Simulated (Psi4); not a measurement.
**OF$_{2}$ (charge +1): single-point calculation (part 2 of 2)**

OF$_{2}$, charge +1, multiplicity 2; OMP2/cc-pVTZ, UHF (Psi4 1.11). The geometry comes from this level: PBE0-D4/def2-TZVP.

Geometry of the input (Å):
```
F  0.9202  -0.3090  0.4734
O  0.0006  0.5052  0.0557
F  -0.9208  -0.1962  -0.5291
```

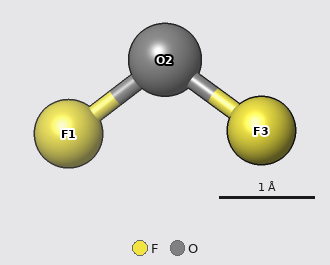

The structure (ball-and-stick view, seen at an oblique angle; atoms are numbered from 1 in the order of the input).

Log, continued
```
  Module DFOCC Options:
  ----------------------------------------------------------------------------
  ACTIVE                        => (empty)
  BASIS_RELATIVISTIC            => (empty)
  BENCH                         => (empty)
  CC_DIIS_MAX_VECS              => (empty)
  CC_DIIS_MIN_VECS              => (empty)
  CC_LAMBDA                     => (empty)
  CC_MAXITER                    => (empty)
  CC_TYPE                       => (empty)
  CHOLESKY                      => FALSE           !
  CHOLESKY_TOLERANCE            => (empty)
  CI_TYPE                       => (empty)
  COMPUT_S2                     => (empty)
  CUBEPROP_BASIS_FUNCTIONS      => (empty)
  CUBEPROP_FILEPATH             => (empty)
  CUBEPROP_ISOCONTOUR_THRESHOLD => (empty)
  CUBEPROP_ORBITALS             => (empty)
  CUBEPROP_TASKS                => (empty)
  CUBIC_BASIS_TOLERANCE         => (empty)
  CUBIC_BLOCK_MAX_POINTS        => (empty)
  CUBIC_GRID_OVERAGE            => (empty)
  CUBIC_GRID_SPACING            => (empty)
  CUTOFF                        => (empty)
  DDX                           => (empty)
  DEBUG                         => (empty)
  DERTYPE                       => (empty)
  DF_BASIS_CC                   => (empty)
  DIE_IF_NOT_CONVERGED          => (empty)
  DKH_ORDER                     => (empty)
  DOCC                          => (empty)
  DO_DIIS                       => (empty)
  DO_LEVEL_SHIFT                => (empty)
  DO_SCS                        => FALSE           !
  DO_SOS                        => FALSE           !
  E3_SCALE                      => (empty)
  EKT_IP                        => (empty)
  EXTERNAL_POTENTIAL_SYMMETRY   => (empty)
  E_CONVERGENCE                 => 1e-09           !
  FREEZE_CORE                   => (empty)
  FREEZE_CORE_POLICY            => (empty)
  FROZEN_DOCC                   => (empty)
  FROZEN_UOCC                   => (empty)
  HESS_TYPE                     => (empty)
  INTEGRAL_CUTOFF               => (empty)
  INTEGRAL_PACKAGE              => (empty)
  LEVEL_SHIFT                   => (empty)
  LINEQ_SOLVER                  => (empty)
  LITERAL_CFOUR                 => (empty)
  LS_THC_BASIS_TOLERANCE        => (empty)
  LS_THC_DF                     => (empty)
  LS_THC_PRUNING_SCHEME         => (empty)
  LS_THC_RADIAL_POINTS          => (empty)
  LS_THC_SPHERICAL_POINTS       => (empty)
  LS_THC_S_EPSILON              => (empty)
  LS_THC_WEIGHTS_TOLERANCE      => (empty)
  MAT_NUM_COLUMN_PRINT          => (empty)
  MAX_MOGRAD_CONVERGENCE        => (empty)
  MAX_RADIAL_MOMENT             => (empty)
  MBIS_D_CONVERGENCE            => (empty)
  MBIS_MAXITER                  => (empty)
  MBIS_PRUNING_SCHEME           => (empty)
  MBIS_RADIAL_POINTS            => (empty)
  MBIS_SPHERICAL_POINTS         => (empty)
  MOLDEN_WITH_VIRTUAL           => (empty)
  MOLDEN_WRITE                  => (empty)
  MO_DIIS_NUM_VECS              => (empty)
  MO_MAXITER                    => (empty)
  MO_STEP_MAX                   => (empty)
  MP2_AMP_TYPE                  => (empty)
  MP2_OS_SCALE                  => (empty)
  MP2_SOS_SCALE                 => (empty)
  MP2_SOS_SCALE2                => (empty)
  MP2_SS_SCALE                  => (empty)
  MP2_TYPE                      => (empty)
  MP_TYPE                       => (empty)
  NAT_ORBS                      => FALSE           !
  NUM_FROZEN_DOCC               => 3               !
  NUM_FROZEN_UOCC               => (empty)
  NUM_GPUS                      => (empty)
  OCC_ORBS_PRINT                => (empty)
  OEPROP                        => (empty)
  OO_SCALE                      => (empty)
  OPT_METHOD                    => (empty)
  ORBITAL_OPTIMIZER_PACKAGE     => (empty)
  ORB_OPT                       => TRUE            !
  ORB_RESP_SOLVER               => (empty)
  ORTH_TYPE                     => (empty)
  PARENT_SYMMETRY               => (empty)
  PCG_BETA_TYPE                 => (empty)
  PCG_CONVERGENCE               => (empty)
  PCG_MAXITER                   => (empty)
  PCM                           => (empty)
  PE                            => (empty)
  PPL_TYPE                      => (empty)
  PRINT                         => (empty)
  PRINT_NOONS                   => (empty)
  PROPERTIES                    => (empty)
  PROPERTIES_ORIGIN             => (empty)
  PUREAM                        => TRUE            !
  QCHF                          => (empty)
  QC_MODULE                     => (empty)
  RAS1                          => (empty)
  RAS2                          => (empty)
  RAS3                          => (empty)
  RAS4                          => (empty)
  READ_SCF_3INDEX               => (empty)
  REGULARIZATION                => (empty)
  REG_PARAM                     => (empty)
  RELATIVISTIC                  => (empty)
  REMP_A                        => (empty)
  RESTRICTED_DOCC               => (empty)
  RESTRICTED_UOCC               => (empty)
  RMS_MOGRAD_CONVERGENCE        => (empty)
  R_CONVERGENCE                 => (empty)
  SCF_TYPE                      => PK              !
  SCREENING                     => (empty)
  SCS_TYPE                      => (empty)
  SOCC                          => (empty)
  SOS_TYPE                      => (empty)
  TRIPLES_IABC_TYPE             => (empty)
  WFN                           => (empty)
  WFN_TYPE                      => DF-OMP2         !
  WRITER_FILE_LABEL             => (empty)
  ZORA_BASIS_TOLERANCE          => (empty)
  ZORA_NR_DEBUG                 => (empty)
  ZORA_PRUNING_SCHEME           => (empty)
  ZORA_RADIAL_POINTS            => (empty)
  ZORA_SPHERICAL_POINTS         => (empty)

	Warning: cc_lambda option is changed to TRUE
	For this residual convergence, default PCG convergence is:     1.00e-07
	For this energy convergence, default RMS orbital gradient is:     3.16e-07
	For this energy convergence, default MAX orbital gradient is:     2.00e-06

 ==============================================================================
 ==============================================================================
 ==============================================================================

                      DF-OMP2 (DF-OO-MP2)

 ==============================================================================
 ==============================================================================
 ==============================================================================

	MO Hessian type is changed to 'APPROX_DIAG'
	MO spaces...

	 FC   AOCC   BOCC  AVIR   BVIR   FV
	------------------------------------------
	  3    10     9    77     78     0
	Number of basis functions in the DF-HF basis: 237
	Number of basis functions in the DF-CC basis: 243

	Minimum required memory for amplitudes:     13.57 MB

	Computing DF-MP2 energy using SCF MOs (Canonical DF-MP2)...
	=======================================================================
	Nuclear Repulsion Energy (a.u.)    :    79.15529077544889
	DF-HF Energy (a.u.)                :  -273.11229680303398
	REF Energy (a.u.)                  :  -273.11229680303398
	Alpha-Alpha Contribution (a.u.)    :    -0.09289148855119
	Alpha-Beta Contribution (a.u.)     :    -0.52344991482015
	Beta-Beta Contribution (a.u.)      :    -0.09335893889442
	Scaled_SS Correlation Energy (a.u.):    -0.06208347581520
	Scaled_OS Correlation Energy (a.u.):    -0.62813989778418
	DF-SCS-MP2 Total Energy (a.u.)     :  -273.80252017663338
	DF-SOS-MP2 Total Energy (a.u.)     :  -273.79278169230020
	DF-SCS(N)-MP2 Total Energy (a.u.)  :  -273.44009755533824
	DF-MP2 Correlation Energy (a.u.)   :    -0.70970034226577
	DF-MP2 Total Energy (a.u.)         :  -273.82199714529975
	=======================================================================

	Number of alpha independent-pairs:1031
	Number of beta independent-pairs :963

 ==============================================================================
 ================ Performing DF-OMP2 iterations... ============================
 ==============================================================================
	            Minimizing DF-MP2-L Functional
	            ------------------------------
 Iter       E_total           DE           RMS MO Grad      MAX MO Grad      RMS T2
 ----    ---------------    ----------     -----------      -----------     ----------
	successfully fired up coupled DIIS...
   1     -273.8435622443     -2.15e-02       4.69e-03         1.14e-01        4.19e-05
   2     -273.8532238646     -9.66e-03       3.80e-03         1.00e-01        3.03e-05
   3     -273.8656346368     -1.24e-02       2.17e-03         5.68e-02        5.39e-05
   4     -273.8711017700     -5.47e-03       1.30e-03         3.49e-02        3.78e-05
   5     -273.8736818573     -2.58e-03       5.17e-04         1.21e-02        3.91e-05
   6     -273.8738050309     -1.23e-04       2.92e-04         7.82e-03        4.49e-06
   7     -273.8738465878     -4.16e-05       2.03e-04         5.19e-03        2.40e-06
   8     -273.8738753338     -2.87e-05       9.81e-05         2.21e-03        2.78e-06
   9     -273.8738809687     -5.63e-06       5.61e-05         1.19e-03        1.03e-06
  10     -273.8738830997     -2.13e-06       2.81e-05         5.19e-04        6.66e-07
  11     -273.8738836250     -5.25e-07       1.66e-05         2.65e-04        3.25e-07
  12     -273.8738837915     -1.66e-07       1.25e-05         2.21e-04        1.20e-07
  13     -273.8738839353     -1.44e-07       7.77e-06         1.72e-04        1.02e-07
  14     -273.8738839995     -6.43e-08       5.83e-06         1.30e-04        7.73e-08
  15     -273.8738840258     -2.63e-08       4.69e-06         9.84e-05        3.84e-08
  16     -273.8738840426     -1.68e-08       3.68e-06         7.17e-05        2.18e-08
  17     -273.8738840542     -1.16e-08       2.42e-06         5.04e-05        2.62e-08
  18     -273.8738840592     -5.07e-09       1.59e-06         3.68e-05        2.09e-08
  19     -273.8738840624     -3.15e-09       9.96e-07         2.36e-05        1.62e-08
  20     -273.8738840637     -1.30e-09       6.94e-07         1.63e-05        6.36e-09
  21     -273.8738840643     -6.08e-10       4.51e-07         1.10e-05        4.70e-09
  22     -273.8738840644     -1.46e-10       3.16e-07         7.56e-06        3.11e-09
  23     -273.8738840645     -5.74e-11       2.59e-07         5.96e-06        2.91e-09
  24     -273.8738840645     -6.37e-11       1.30e-07         2.33e-06        3.77e-09
  25     -273.8738840646     -2.50e-11       7.27e-08         1.51e-06        1.96e-09
  26     -273.8738840646     -8.87e-12       4.15e-08         8.34e-07        1.06e-09
  27     -273.8738840646     -1.31e-12       3.04e-08         5.64e-07        2.97e-10
  28     -273.8738840646     -7.39e-13       2.06e-08         3.46e-07        2.06e-10

 ==============================================================================
 ======================== DF-OMP2 ITERATIONS ARE CONVERGED ====================
 ==============================================================================

	Computing MP2 energy using optimized MOs...
	=======================================================================
	Nuclear Repulsion Energy (a.u.)    :    79.15529077544889
	DF-HF Energy (a.u.)                :  -273.11229680303398
	REF Energy (a.u.)                  :  -273.05282512233691
	Alpha-Alpha Contribution (a.u.)    :    -0.10203246251245
	Alpha-Beta Contribution (a.u.)     :    -0.59438073914266
	Beta-Beta Contribution (a.u.)      :    -0.12464574113143
	Scaled_SS Correlation Energy (a.u.):    -0.07555940121463
	Scaled_OS Correlation Energy (a.u.):    -0.71325688697120
	DF-SCS-MP2 Total Energy (a.u.)     :  -273.84164141052270
	DF-SOS-MP2 Total Energy (a.u.)     :  -273.76608200930809
	DF-SCS(N)-MP2 Total Energy (a.u.)  :  -273.45177876075019
	DF-MP2 Correlation Energy (a.u.)   :    -0.76158726208945
	DF-MP2 Total Energy (a.u.)         :  -273.87388406512343
	=======================================================================

	=======================================================================
	================ DF-OMP2 FINAL RESULTS ================================
	=======================================================================
	Nuclear Repulsion Energy (a.u.)    :    79.15529077544889
	DF-HF Energy (a.u.)                :  -273.11229680303398
	REF Energy (a.u.)                  :  -273.05282512233691
	DF-SCS-OMP2 Total Energy (a.u.)    :  -273.84164141052270
	DF-SOS-OMP2 Total Energy (a.u.)    :  -273.76608200930809
	DF-SCS(N)-OMP2 Total Energy (a.u.) :  -273.45177876075019
	DF-OMP2 Correlation Energy (a.u.)  :    -0.76158726154642
	Edfomp2 - Eref (a.u.)              :    -0.82105894224350
	DF-OMP2 Total Energy (a.u.)        :  -273.87388406458041
	=======================================================================

	total time  =         64 seconds =       1.07 minutes

    Psi4 run time: 0:01:07.92
```

Summary

| quantity | value |
| --- | --- |
| outcome | converged |
| total energy | −273.873884 hartree |
| SCF energy | −273.112297 hartree |
| MP2 energy | −273.821997 hartree |
| correlation energy | −0.761587 hartree |
| basis functions | 90 |
| ⟨S²⟩ | 0.789 |
| wall time | 69 s (CPU time 30 s; the host was busy) |
| peak memory | 0.34 GiB |
